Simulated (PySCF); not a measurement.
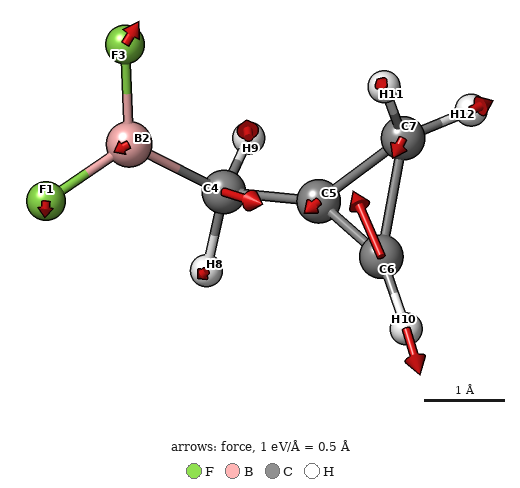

Starting geometry of C₄H₅BF₂ with the computed forces as red arrows. Style: ball-and-stick. Shown at a tilt.

The start comes from GFN2-xTB. Its atoms were then displaced at random by about 0.01 Å.

Theory: PySCF 2.14.0, density-fitted response routines, PBE0-D3(BJ)/def2-SVP geometry optimisation, gas phase. 

What follows when this structure is relaxed?

Answer. It isn't relaxed: the largest force vector, on C6, is 2.06 eV/Å. The final displacements have little in common with the starting forces (cosine between the two patterns 0.15). The atom that moves furthest after the best rigid fit is F3 (0.21 Å). Largest moves by element: F 0.21 Å, H 0.11 Å, C 0.05 Å, B 0.03 Å. Among the contacts that change: C6–H10 1.053 → 1.087 Å, C4–C5 1.507 → 1.475 Å, C4–H9 1.081 → 1.105 Å, B2–F3 1.308 → 1.319 Å. Among the angles between lasting bonds that change: C5–C4–H9 105.3° → 109.5°, F1–B2–F3 113.6° → 116.8°, B2–C4–H9 111.2° → 108.1°. After 8 geometry steps the energy has fallen by 2.20 kcal/mol.
